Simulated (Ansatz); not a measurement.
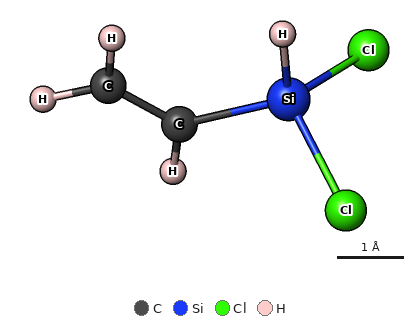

**Figure 1.** The structure (ball-and-stick view, seen at a tilt). Bond lengths as drawn: Cl–Si 2.05 Å, C–C 1.33 Å, C–H 1.09 Å, C–Si 1.84 Å and H–Si 1.48 Å.

## C2H4Cl2Si: single-point calculation

System: C2H4Cl2Si, multiplicity 9, SMILES C=C[SiH](Cl)Cl.
Method: UHF/pcseg-2 (Ansatz 0.2.0).

Some settings of this run were made unusual or wrong on purpose. The geometry comes from this level: PBE0-D4/def2-TZVP.

Input file:
```yaml
crystal:
  periodic: [false, false, false]
  atoms:
    - {symbol: C, position_ang: [-0.176596, 0.830729, 1.338077]}
    - {symbol: C, position_ang: [-0.554907, -0.120243, 0.488455]}
    - {symbol: Si, position_ang: [0.405329, -0.444377, -1.046548]}
    - {symbol: Cl, position_ang: [1.091281, -2.373045, -1.065877]}
    - {symbol: Cl, position_ang: [-0.776009, -0.179106, -2.697198]}
    - {symbol: H, position_ang: [0.703052, 1.442798, 1.157555]}
    - {symbol: H, position_ang: [-0.725833, 1.042212, 2.250846]}
    - {symbol: H, position_ang: [-1.441484, -0.711822, 0.704678]}
    - {symbol: H, position_ang: [1.563665, 0.466553, -1.147087]}
basis:
  gaussian: {orbitals: pcseg-2}
magnetization: {spin_polarized: true, initial_magnetization: 8}
hamiltonian: {xc: {name: HF}}
```

Run as:
```bash
ansatz run in.yaml --threads 4 --pin off --events-out ev --progress --plain --max-ram 10444MiB
```

The program's output:
```
Functional definition: HF
  name "HF"
  cite "Fock, Z. Phys. 61, 126 (1930) doi:10.1007/BF01340294"
  parent pbe
  exchange = exact_x
  correlation = 0
1711 factors; their error is unknown
mean field evaluation 1: about -34946.2639 eV, gradient 4.7e1 eV
mean field evaluation 2: about -34883.4998 eV, gradient 9.5e1 eV
mean field evaluation 4: about -34967.8306 eV, gradient 6.8e0 eV
mean field evaluation 8: about -34969.4897 eV, gradient 9.8e-1 eV
mean field evaluation 16: about -34969.6182 eV, gradient 1.9e-1 eV
mean field evaluation 32: about -34970.5085 eV, gradient 4.4e-2 eV
mean field evaluation 64: about -34970.3806 eV, gradient 1.9e-1 eV
mean field evaluation 96: about -34970.4716 eV, gradient 1.5e-1 eV
mean field evaluation 128: about -34970.4914 eV, gradient 1.1e-1 eV
mean field evaluation 160: about -34970.4951 eV, gradient 1.3e-1 eV
mean field evaluation 192: about -34970.4562 eV, gradient 2.0e-1 eV
mean field evaluation 224: about -34969.8596 eV, gradient 4.7e0 eV
mean field evaluation 256: about -34970.5063 eV, gradient 3.0e-3 eV
mean field evaluation 288: about -34970.1527 eV, gradient 1.8e0 eV
mean field evaluation 320: about -34966.2084 eV, gradient 7.2e0 eV
mean field evaluation 352: about -34969.0359 eV, gradient 7.0e0 eV
mean field evaluation 384: about -34966.9429 eV, gradient 3.4e0 eV
mean field evaluation 416: about -34964.7095 eV, gradient 8.6e0 eV
mean field evaluation 448: about -34965.8270 eV, gradient 8.3e0 eV
mean field evaluation 480: about -34970.0682 eV, gradient 1.2e0 eV
mean field evaluation 512: about -34966.9982 eV, gradient 6.9e0 eV
mean field evaluation 544: about -34970.2439 eV, gradient 4.3e-5 eV
mean field evaluation 576: about -34970.4894 eV, gradient 7.9e-2 eV
mean field evaluation 608: about -34969.8862 eV, gradient 2.8e0 eV
mean field -34970.50844720 eV, -1285.1424815728 hartree, gradient 7.8e-6 eV, S^2 20.043662; 5 other end points of the search recorded, 0 dependent functions left out
reference -34970.50844720 eV, -1285.1424815728 hartree; 36, 28 occupied and 182, 190 virtual orbitals, 1711 factors
Total energy: -34970.50844720 eV, -1285.1424815728 hartree
```

What the run reported:

| quantity | value |
| --- | --- |
| outcome | converged |
| total energy | −34970.5084 eV |
| ⟨S²⟩ | 20.044 |
| SCF solution under orbital rotations | stable |
| hardware | 4 threads of AMD EPYC, 15 GiB of memory available, shared host |
| wall time | 27 s (CPU time 98 s) |
| peak memory | 1.2 GiB |

Diagnosis:

The input was spoiled on purpose: spin. The run converged all the same; its numbers are those of the faulty input and shouldn't be used.
